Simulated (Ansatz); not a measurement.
Energy against volume for PbTe (rock salt)

PbTe (rock salt), conventional cell a = b = c = 6.5347 Å, α = β = γ = 90.00°. The calculation uses the primitive cell of 2 atoms, to which meshes and values per cell refer.

The volume is varied about the relaxed value V₀ at fixed cell shape. Symmetry pins the atoms to their sites.

Calculation: r2SCAN (plane waves to 500 eV, PAW, scalar-relativistic; Ansatz, a quantum-chemistry and plane-wave program). k mesh 9×9×9 (Γ-centred), Fermi-Dirac smearing 0.05 eV. The energy includes the smearing's −TS. PbTe was relaxed with its symmetry unable to fall. Spin-orbit coupling is left out, though Pb and Te are heavy. The zero of ΔE is the relaxed starting cell.

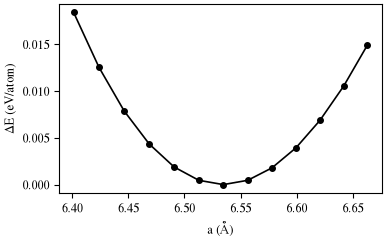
Fig. 1. ΔE (eV/atom) against a (Å); markers are the computed points, lines only join them.

The pressure derivative B₀′ (fit) is 4.5 and the energy cost of the largest compression comes out as 18.4 meV/atom. The energy cost of the largest expansion is 14.9 meV/atom and the pressure for 5 % compression (fit) is 2.4 GPa. The equilibrium volume of the fit comes out as 34.88 Å³/atom.

P = (3B₀/2)(x⁷ − x⁵)[1 + ¾(B₀′ − 4)(x² − 1)] with x = (1/0.95)^(1/3), B₀ = 42.1 GPa and B₀′ = 4.47.

(Under strain, the slope of the energy per volume gives the stress and its curvature an elastic modulus.)
